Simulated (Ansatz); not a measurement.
Run report: Al16Ru, nudged elastic band (part 1 of 2)

Al16Ru (slab, 17 atoms in the cell), computed with DFT r2SCAN-D3(BJ), scalar-relativistic, plane waves, PAW, PAW set soft_1, no spin polarisation (Ansatz 0.2.0).

The run did not end well. The input holds or restrains some coordinates. It belongs to a series of runs on one base structure; here: band between the two ends. Figures and captions count atoms from 1; the log counts them from 0 in places.

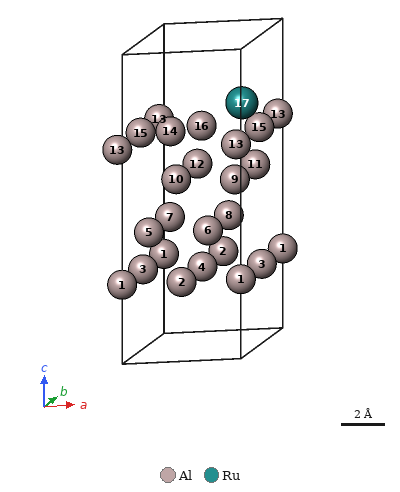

Fig. 1: The input geometry (spheres-only view of the cell of the calculation, with the vacuum cut short, seen slightly off an axis; atoms are numbered from 1 in the order of the input). An atom can appear more than once, as a periodic image.

What the run reported

```tsv
quantity	value
outcome	not converged
barrier, forward (band not converged)	0.499 eV
barrier, backward	0.499 eV
hardware	2 threads of Arm Neoverse V2, 24 GiB of memory available, shared host
wall time	36 min (CPU time 61 min)
peak memory	3.4 GiB
```

What went wrong

The run did not converge: “NEB band did not converge after 10 iterations: max|band force component| = 1.91e-1 eV/Å (threshold 5.0e-2); raise `neb.max_iterations` in a new run, which can start from the last band evaluated (`neb.initial_path`, with `crystal.atoms` and `neb.final_atoms` set to its first and last images), add images, or start from endpoints closer to local minima …” Its last values are not results. Notes on the run: the dispersion correction has no parameters fitted for this combination and takes those fitted for r2SCAN with other terms.

The input
```yaml
crystal:
  lattice:
    - [5.727565, 0.0, 0.0]
    - [2.863782, 4.960217, 0.0]
    - [0.0, 0.0, 18.014806]
  atoms:
    - { symbol: Al, position: [0.0, 0.0, 0.0555099] }
    - { symbol: Al, position: [0.5, 0.0, 0.0555099] }
    - { symbol: Al, position: [0.0, 0.5, 0.0555099] }
    - { symbol: Al, position: [0.5, 0.5, 0.0555099] }
    - { symbol: Al, position: [0.1672172, 0.16638284, 0.18243442] }
    - { symbol: Al, position: [0.66324756, 0.17009141, 0.18000133] }
    - { symbol: Al, position: [0.16808368, 0.66594982, 0.18260089] }
    - { symbol: Al, position: [0.66324618, 0.6666448, 0.18000322] }
    - { symbol: Al, position: [-0.1688595, 0.33441115, 0.30367068] }
    - { symbol: Al, position: [0.34027793, 0.32626084, 0.31213437] }
    - { symbol: Al, position: [-0.17376997, 0.83687786, 0.30257982] }
    - { symbol: Al, position: [0.34026135, 0.83343422, 0.31213954] }
    - { symbol: Al, position: [-0.03755039, -0.01032012, 0.42708171] }
    - { symbol: Al, position: [0.38702935, 0.0564311, 0.46570774] }
    - { symbol: Al, position: [-0.03747779, 0.54777477, 0.42705985] }
    - { symbol: Al, position: [0.49147446, 0.50424067, 0.44181176] }
    - { symbol: Ru, position: [-0.09679784, 0.29841235, 0.51586993] }
basis:
  ecutwfc: 500.0
kpoints:
  mp_grid: { grid: [3, 3, 1] }
hamiltonian:
  xc: r2scan
  dispersion: d3bj
  pseudopotentials: { kind: paw, azcp: { folder: soft_1 } }
scf:
  occupations: { method: gaussian, width: 0.15 }
  lower_state_search: "off"
neb:
  images: 5
  f_tol: 0.05
  initial_path: idpp
  max_iterations: 10
  constraints: [{ sites: [0, 1, 2, 3] }]
  final_atoms:
    - { symbol: Al, position: [0.0, 0.0, 0.0555099] }
    - { symbol: Al, position: [0.5, 0.0, 0.0555099] }
    - { symbol: Al, position: [0.0, 0.5, 0.0555099] }
    - { symbol: Al, position: [0.5, 0.5, 0.0555099] }
    - { symbol: Al, position: [0.16808373, 0.16594979, 0.18260089] }
    - { symbol: Al, position: [0.66324623, 0.16664477, 0.18000322] }
    - { symbol: Al, position: [0.16721725, 0.66638281, 0.18243442] }
    - { symbol: Al, position: [0.66324761, 0.67009138, 0.18000133] }
    - { symbol: Al, position: [-0.17376992, 0.33687783, 0.30257982] }
    - { symbol: Al, position: [0.3402614, 0.33343419, 0.31213954] }
    - { symbol: Al, position: [-0.16885945, 0.83441112, 0.30367068] }
    - { symbol: Al, position: [0.34027798, 0.82626081, 0.31213437] }
    - { symbol: Al, position: [-0.03747774, 0.04777474, 0.42705985] }
    - { symbol: Al, position: [0.49147451, 0.00424064, 0.44181176] }
    - { symbol: Al, position: [-0.03755034, 0.48967985, 0.42708171] }
    - { symbol: Al, position: [0.3870294, 0.55643107, 0.46570774] }
    - { symbol: Ru, position: [-0.09679779, 0.79841232, 0.51586993] }
  order_check: false
```

Command:
```bash
ansatz run input.yaml --threads 2 --pin off --max-ram 5120MiB --backend cpu --events-out ev --progress --plain --runs-dir out
```

What the program printed
```
Warning: neb: disabling space-group detection — the band's intermediate images generally break the endpoint symmetry, so no spatial operation reduces the k-mesh or symmetrises the density, except that a semilocal band can use its path's symmetry ahead of convergence; time reversal is kept, so that k and −k are solved as one point where they differ and the mesh holds both, and exact exchange and, on two spinor components, a DFT+U term hold to it where the run has them: on two components no moment then forms, and a state that bears one, which a typed moment (crystal.atoms[].spin; refused beside efield: under a hybrid functional) reaches, can lie lower, under hf by electronvolts; crystal.symmetry.detect: false (a key that needs symmetry detection or time reversal refuses this as the deck is read) with time_reversal: false beside it drops time reversal too
Warning: the engine holds no damping parameters fitted to this dispersion correction and functional, so the run takes those fitted to r2scan beside the three-body term, which d3bj leaves out (hamiltonian.dispersion, under Limitations)
Engine: ansatz 0.2.0, aarch64-unknown-linux-gnu
Pseudopotentials: kind: paw
Pseudopotential: Al, paw, valence charge 3, recommended cutoff 500 eV (meta_gga), [file]
Pseudopotential: Ru, paw, valence charge 16, recommended cutoff 500 eV (meta_gga), [file]
Functional definition: r2SCAN
  parameter k0 = 0.174
  parameter k1 = 0.065
  parameter a1 = 4.9479
  exchange = r2scan_x(k0 = k0, k1 = k1, a1 = a1)
  correlation = r2scan_c
parallel-image band execution: 2 concurrent image workers
NEB image 0
Crystal: 17 atoms, lattice volume = 511.800 Å³
Basis set: ecut = 500 eV, 13013 PW (Γ), exchange–correlation on 180×180×540 points (64 copies of the dense FFT grid, shifted against one another)
Bands: 49, of which v1, the nominal top of the filled ones, is band 32 counted from 1 (31 counted from 0)
Symmetry: 1 space group operations
k-points: 5 of 9 (time reversal used)
Non-local potential: Al, projectors of the file, l = 0: 2, l = 1: 2, l = 2: 1
Non-local potential: Ru, projectors of the file, l = 0: 3, l = 1: 2, l = 2: 2, l = 3: 1
PAW form: soft (Blöchl's): semilocal exchange-correlation on the pseudo side does not see the compensation charge
PAW frozen core: Al, regenerated for the run's functional (the file was generated under x = pbe(κ = 0.804, μ = 0.2195149727645171), c = pbe(β = 0.06672455060314922))
PAW frozen core: Ru, regenerated for the run's functional (the file was generated under x = pbe(κ = 0.804, μ = 0.2195149727645171), c = pbe(β = 0.06672455060314922))
PAW one-centre angular grid: Al, 302 points (default); XC on 160 Gauss nodes
PAW one-centre angular grid: Ru, 590 points (default); XC on 160 Gauss nodes
Initial density: superposition of atomic densities (neutral atoms: chi_scale 0, normalization atom)
Initial wavefunctions: pseudopotential atomic-orbital guess
Functional: x = r2scan, c = r2scan; τ floored in thin density (d = 2e-4 eV/Å³)
SCF iter   1: F=-14524.025880 eV  HF=-14537.867204 eV  |F-HF|=1.38e1  |Δ(HF+E_count)|=         —  Δρ=2.79e-2  dr2=1.79e1  dr2_τ=1.41e-1  ethr=3.10e-3  ⟨swp⟩=8.2  Hψ=1396  notcnv=0
preconditioner: auto → LDOS  [insulator: Δε(μ)=0.403 eV  Ē_g=6.653 eV  σ=0.150 eV  W_gap=0.81  n_scr=64 (ndim 8)  ℏωp=12.3 eV  f_vac=0.309  D(μ)=3.44/eV (n_scr^D=6)  ε∞_Penn≈4.4  β→1.0]
SCF iter   2: F=-14508.559888 eV  HF=-14538.803744 eV  |F-HF|=3.02e1  |Δ(HF+E_count)|=   9.37e-1  Δρ=2.66e-2  dr2=3.28e1  dr2_τ=1.82e-1  ethr=3.10e-3  ⟨swp⟩=6.0  Hψ=801  notcnv=0  defer=29
SCF iter   3: F=-14534.658734 eV  HF=-14535.330246 eV  |F-HF|=6.72e-1  |Δ(HF+E_count)|=    3.47e0  Δρ=5.14e-3  dr2=8.32e-1  dr2_τ=1.27e-2  ethr=3.10e-3  ⟨swp⟩=4.0  Hψ=619  notcnv=0  defer=50
SCF iter   4: F=-14534.996471 eV  HF=-14535.260152 eV  |F-HF|=2.64e-1  |Δ(HF+E_count)|=   7.01e-2  Δρ=4.24e-3  dr2=2.90e-1  dr2_τ=1.57e-2  ethr=1.30e-3  ⟨swp⟩=2.6  Hψ=341  notcnv=0  defer=43
SCF iter   5: F=-14535.204339 eV  HF=-14535.239165 eV  |F-HF|=3.48e-2  |Δ(HF+E_count)|=   2.10e-2  Δρ=1.75e-3  dr2=4.25e-2  dr2_τ=3.65e-3  ethr=4.54e-4  ⟨swp⟩=2.2  Hψ=298  notcnv=0  defer=43
SCF iter   6: F=-14535.238177 eV  HF=-14535.239048 eV  |F-HF|=8.71e-4  |Δ(HF+E_count)|=   1.17e-4  Δρ=3.12e-4  dr2=2.24e-3  dr2_τ=1.23e-4  ethr=6.65e-5  ⟨swp⟩=2.0  Hψ=355  notcnv=0  defer=43
SCF iter   7: F=-14535.238777 eV  HF=-14535.239156 eV  |F-HF|=3.79e-4  |Δ(HF+E_count)|=   1.08e-4  Δρ=1.17e-4  dr2=6.40e-4  dr2_τ=4.18e-6  ethr=3.50e-6  ⟨swp⟩=2.0  Hψ=343  notcnv=0  defer=43
SCF iter   8: F=-14535.239198 eV  HF=-14535.239205 eV  |F-HF|=7.15e-6  |Δ(HF+E_count)|=   4.97e-5  Δρ=4.65e-5  dr2=4.86e-5  dr2_τ=7.14e-7  ethr=1.00e-6  ⟨swp⟩=2.6  Hψ=364  notcnv=0  defer=43
SCF iter   9: F=-14535.239197 eV  HF=-14535.239197 eV  |F-HF|=5.56e-9  |Δ(HF+E_count)|=   7.97e-6  Δρ=1.92e-5  dr2=4.36e-6  dr2_τ=9.65e-8  ethr=7.60e-8  ⟨swp⟩=2.2  Hψ=324  notcnv=0  defer=43
SCF iter  10: F=-14535.239199 eV  HF=-14535.239200 eV  |F-HF|=3.71e-7  |Δ(HF+E_count)|=   2.27e-6  Δρ=6.81e-6  dr2=7.59e-7  dr2_τ=2.14e-8  ethr=6.81e-9  ⟨swp⟩=2.0  Hψ=329  notcnv=0  defer=43
SCF iter  11: F=-14535.239200 eV  HF=-14535.239200 eV  |F-HF|=2.50e-9  |Δ(HF+E_count)|=   1.13e-7  Δρ=2.00e-6  dr2=4.61e-8  dr2_τ=5.83e-10  ethr=1.56e-10  ⟨swp⟩=4.0  Hψ=1014  notcnv=0
SCF 1 converged in 11 iterations: F = -14535.239200 eV  dr2 = 4.61e-8
  greatest PAW one-centre occupation: 0.999 electrons in one spin orbital (limit 2), on the Ru atom at site 16 (counted from 0), in its partial waves of l = 0
NSCF: frozen V_eff on 5 k-points
NEB image 6
SCF iter   1: F=-14524.021868 eV  HF=-14537.867615 eV  |F-HF|=1.38e1  |Δ(HF+E_count)|=         —  Δρ=2.79e-2  dr2=1.79e1  dr2_τ=1.41e-1  ethr=3.10e-3  ⟨swp⟩=8.4  Hψ=1400  notcnv=0
SCF iter   2: F=-14508.544481 eV  HF=-14538.808215 eV  |F-HF|=3.03e1  |Δ(HF+E_count)|=   9.41e-1  Δρ=2.66e-2  dr2=3.28e1  dr2_τ=1.82e-1  ethr=3.10e-3  ⟨swp⟩=6.0  Hψ=801  notcnv=0  defer=29
SCF iter   3: F=-14534.659023 eV  HF=-14535.330272 eV  |F-HF|=6.71e-1  |Δ(HF+E_count)|=    3.48e0  Δρ=5.14e-3  dr2=8.31e-1  dr2_τ=1.27e-2  ethr=3.10e-3  ⟨swp⟩=4.0  Hψ=619  notcnv=0  defer=50
SCF iter   4: F=-14534.997223 eV  HF=-14535.260140 eV  |F-HF|=2.63e-1  |Δ(HF+E_count)|=   7.01e-2  Δρ=4.23e-3  dr2=2.89e-1  dr2_τ=1.57e-2  ethr=1.30e-3  ⟨swp⟩=2.6  Hψ=341  notcnv=0  defer=43
SCF iter   5: F=-14535.204339 eV  HF=-14535.239194 eV  |F-HF|=3.49e-2  |Δ(HF+E_count)|=   2.09e-2  Δρ=1.75e-3  dr2=4.26e-2  dr2_τ=3.65e-3  ethr=4.52e-4  ⟨swp⟩=2.2  Hψ=298  notcnv=0  defer=43
SCF iter   6: F=-14535.238150 eV  HF=-14535.239033 eV  |F-HF|=8.83e-4  |Δ(HF+E_count)|=   1.61e-4  Δρ=3.12e-4  dr2=2.25e-3  dr2_τ=1.22e-4  ethr=6.65e-5  ⟨swp⟩=2.0  Hψ=358  notcnv=0  defer=43
SCF iter   7: F=-14535.238776 eV  HF=-14535.239155 eV  |F-HF|=3.79e-4  |Δ(HF+E_count)|=   1.22e-4  Δρ=1.17e-4  dr2=6.40e-4  dr2_τ=4.21e-6  ethr=3.51e-6  ⟨swp⟩=2.0  Hψ=343  notcnv=0  defer=43
SCF iter   8: F=-14535.239203 eV  HF=-14535.239210 eV  |F-HF|=7.38e-6  |Δ(HF+E_count)|=   5.52e-5  Δρ=4.65e-5  dr2=4.88e-5  dr2_τ=7.17e-7  ethr=1.00e-6  ⟨swp⟩=2.6  Hψ=364  notcnv=0  defer=43
SCF iter   9: F=-14535.239197 eV  HF=-14535.239197 eV  |F-HF|=1.58e-10  |Δ(HF+E_count)|=   1.25e-5  Δρ=1.92e-5  dr2=4.37e-6  dr2_τ=9.56e-8  ethr=7.63e-8  ⟨swp⟩=2.2  Hψ=322  notcnv=0  defer=43
SCF iter  10: F=-14535.239199 eV  HF=-14535.239200 eV  |F-HF|=3.69e-7  |Δ(HF+E_count)|=   2.28e-6  Δρ=6.82e-6  dr2=7.49e-7  dr2_τ=2.20e-8  ethr=6.83e-9  ⟨swp⟩=2.4  Hψ=393  notcnv=0  defer=43
SCF iter  11: F=-14535.239200 eV  HF=-14535.239200 eV  |F-HF|=2.60e-9  |Δ(HF+E_count)|=   1.11e-7  Δρ=2.01e-6  dr2=4.59e-8  dr2_τ=5.64e-10  ethr=1.56e-10  ⟨swp⟩=4.0  Hψ=1041  notcnv=0
SCF 2 converged in 11 iterations: F = -14535.239200 eV  dr2 = 4.59e-8
NSCF: frozen V_eff on 5 k-points
NEB end point (image 0): max|allowed force component| = 6.741e-3 eV/Å (the criterion of neb.relax_end_points is 1.000e-2)
[...]
NEB end point (image 6): max|allowed force component| = 6.740e-3 eV/Å (the criterion of neb.relax_end_points is 1.000e-2)
NEB image 1
preconditioner: auto → LDOS  [insulator: Δε(μ)=0.397 eV  Ē_g=6.494 eV  σ=0.150 eV  W_gap=0.84  n_scr=64 (ndim 8)  ℏωp=12.3 eV  f_vac=0.302  D(μ)=3.64/eV (n_scr^D=6)  ε∞_Penn≈4.6  β→1.0]
NEB image 2
preconditioner: auto → LDOS  [metal: Δε(μ)=0.116 eV  Ē_g=6.390 eV  σ=0.150 eV  W_gap=0.39  n_scr=64 (ndim 8)  ℏωp=12.3 eV  f_vac=0.297  D(μ)=6.98/eV (n_scr^D=38)  β→1.0]
NEB image 3
preconditioner: auto → LDOS  [metal: Δε(μ)=0.062 eV  Ē_g=6.354 eV  σ=0.150 eV  W_gap=0.22  n_scr=64 (ndim 8)  ℏωp=12.3 eV  f_vac=0.295  D(μ)=12.65/eV (n_scr^D=66)  β→1.0]
NEB image 4
NEB image 5
NEB iter   1: max|band force component| = 2.318e0 eV/Å  barrier→ = 2.6800 eV  barrier← = 2.6800 eV  Δτ_max = 0.2000 Å  (75 SCF iters)
NEB image 1
Initial density: handed on by an earlier stage of this run
Initial wavefunctions: those handed on with the density
preconditioner: auto → LDOS  [insulator: Δε(μ)=0.262 eV  Ē_g=6.306 eV  σ=0.150 eV  W_gap=0.58  n_scr=64 (ndim 8)  ℏωp=12.3 eV  f_vac=0.329  D(μ)=3.30/eV (n_scr^D=6)  ε∞_Penn≈4.8  β→1.0]
NEB image 2
preconditioner: auto → LDOS  [metal: Δε(μ)=0.106 eV  Ē_g=6.193 eV  σ=0.150 eV  W_gap=0.38  n_scr=64 (ndim 8)  ℏωp=12.3 eV  f_vac=0.321  D(μ)=8.05/eV (n_scr^D=50)  β→1.0]
NEB image 3
preconditioner: auto → LDOS  [metal: Δε(μ)=0.057 eV  Ē_g=6.148 eV  σ=0.150 eV  W_gap=0.21  n_scr=64 (ndim 8)  ℏωp=12.3 eV  f_vac=0.317  D(μ)=11.03/eV (n_scr^D=64)  β→1.0]
NEB image 4
preconditioner: auto → LDOS  [metal: Δε(μ)=0.106 eV  Ē_g=6.193 eV  σ=0.150 eV  W_gap=0.38  n_scr=64 (ndim 8)  ℏωp=12.3 eV  f_vac=0.321  D(μ)=8.04/eV (n_scr^D=50)  β→1.0]
NEB image 5
NEB iter   2: max|band force component| = 1.220e0 eV/Å  barrier→ = 1.8824 eV  barrier← = 1.8824 eV  Δτ_max = 0.2000 Å  (50 SCF iters)
[... from here on the SCF iterations and repeated set-up lines of each step are left out, up to the last step ...]
NEB image 1
NEB image 2
NEB image 3
NEB image 4
NEB image 5
NEB iter   3: max|band force component| = 7.309e-1 eV/Å  barrier→ = 1.3279 eV  barrier← = 1.3279 eV  Δτ_max = 0.2000 Å  (47 SCF iters)
NEB image 1
NEB image 2
NEB image 3
NEB image 4
NEB image 5
NEB iter   4: max|band force component| = 7.566e-1 eV/Å  barrier→ = 1.0646 eV  barrier← = 1.0646 eV  Δτ_max = 0.0995 Å  (48 SCF iters)
NEB image 1
NEB image 2
NEB image 3
NEB image 4
NEB image 5
NEB iter   5: max|band force component| = 5.830e-1 eV/Å  barrier→ = 0.9032 eV  barrier← = 0.9032 eV  Δτ_max = 0.1039 Å  (45 SCF iters)
NEB image 1
NEB image 2
NEB image 3
NEB image 4
NEB image 5
NEB iter   6: max|band force component| = 3.936e-1 eV/Å  barrier→ = 0.7624 eV  barrier← = 0.7624 eV  CI = image 3  Δτ_max = 0.1018 Å  (49 SCF iters)
NEB image 1
NEB image 2
NEB image 3
NEB image 4
NEB image 5
NEB iter   7: max|band force component| = 3.540e-1 eV/Å  barrier→ = 0.6891 eV  barrier← = 0.6891 eV  CI = image 3  Δτ_max = 0.1025 Å  (50 SCF iters)
NEB image 1
NEB image 2
NEB image 3
NEB image 4
NEB image 5
NEB iter   8: max|band force component| = 3.273e-1 eV/Å  barrier→ = 0.6275 eV  barrier← = 0.6275 eV  CI = image 3  Δτ_max = 0.2000 Å  (50 SCF iters)
NEB image 1
NEB image 2
NEB image 3
NEB image 4
NEB image 5
NEB iter   9: max|band force component| = 3.715e-1 eV/Å  barrier→ = 0.5381 eV  barrier← = 0.5381 eV  CI = image 3  Δτ_max = 0.1023 Å  (50 SCF iters)
NEB image 1
preconditioner: auto → LDOS  [insulator: Δε(μ)=0.213 eV  Ē_g=6.317 eV  σ=0.150 eV  W_gap=0.52  n_scr=64 (ndim 8)  ℏωp=12.3 eV  f_vac=0.332  D(μ)=3.16/eV (n_scr^D=6)  ε∞_Penn≈4.8  β→1.0]
NEB image 2
preconditioner: auto → LDOS  [insulator: Δε(μ)=0.346 eV  Ē_g=6.317 eV  σ=0.150 eV  W_gap=0.76  n_scr=64 (ndim 8)  ℏωp=12.3 eV  f_vac=0.333  D(μ)=3.45/eV (n_scr^D=6)  ε∞_Penn≈4.8  β→1.0]
NEB image 3
eigensolver tolerance schedule calibrated: the retry pair's looser diagonalisation under-reported the residual by θ = 0.15 (0.11/decade); ethr = c·dr2/N_el runs at the constant in force after the calibration composes with the one it found (an armed cap, an earlier calibration), c = 8.0e-2
preconditioner: auto → LDOS  [insulator: Δε(μ)=0.212 eV  Ē_g=6.293 eV  σ=0.150 eV  W_gap=0.62  n_scr=64 (ndim 8)  ℏωp=12.3 eV  f_vac=0.331  D(μ)=3.74/eV (n_scr^D=6)  ε∞_Penn≈4.8  β→1.0]
NEB image 4
NEB image 5
[...]
SCF iter   7: F=-14535.093387 eV  HF=-14535.093413 eV  |F-HF|=2.56e-5  |Δ(HF+E_count)|=   8.89e-6  Δρ=4.92e-5  dr2=3.12e-5  dr2_τ=4.18e-7  ethr=1.68e-7  ⟨swp⟩=2.0  Hψ=403  notcnv=0
SCF iter   8: F=-14535.093383 eV  HF=-14535.093384 eV  |F-HF|=4.01e-7  |Δ(HF+E_count)|=   2.95e-5  Δρ=1.12e-5  dr2=1.09e-6  dr2_τ=1.28e-7  ethr=4.87e-8  ⟨swp⟩=2.6  Hψ=315  notcnv=0
SCF iter   9: F=-14535.093384 eV  HF=-14535.093384 eV  |F-HF|=2.26e-8  |Δ(HF+E_count)|=   1.71e-7  Δρ=2.52e-6  dr2=5.96e-8  dr2_τ=3.78e-9  ethr=1.56e-10  ⟨swp⟩=3.8  Hψ=1069  notcnv=0
SCF 52 converged in 9 iterations: F = -14535.093384 eV  dr2 = 5.96e-8
NEB iter  10: max|band force component| = 1.914e-1 eV/Å  barrier→ = 0.4987 eV  barrier← = 0.4987 eV  CI = image 3  Δτ_max = 0.1009 Å  (45 SCF iters)
```

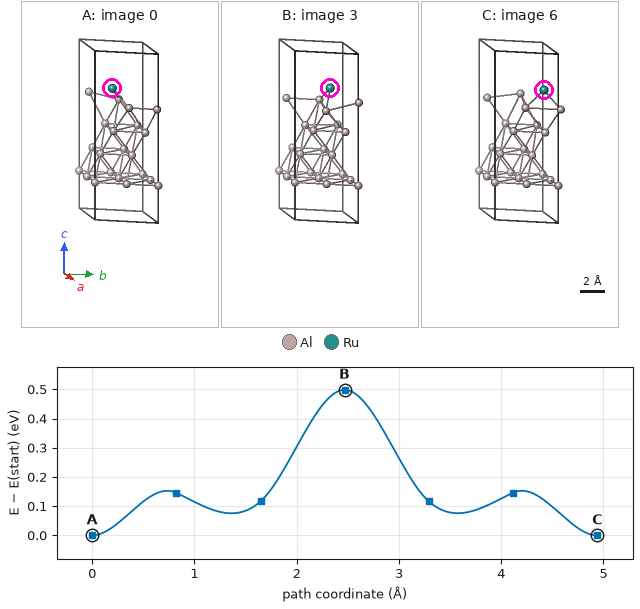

Fig. 2: Images of the last band (counted from 0; ball-and-stick, simulation cell, with the vacuum cut short, seen slightly off an axis), with the moving atom and its periodic copies ringed, above the energy along the path; the line is a cubic interpolation that uses the forces. The highest image is number 3, 0.499 eV above the start and 0.499 eV above the end (the climbing image); start and end have the same energy. A further maximum stands at image 1, 0.146 eV from the start. A further maximum stands at image 5, 0.146 eV from the start. The path is 4.94 Å long, and Ru17 moves most (2.86 Å). The band had not converged after 10 iterations. The end points carry forces over 0.1 eV/Å, so they aren't fully relaxed minima and the barriers are approximate.
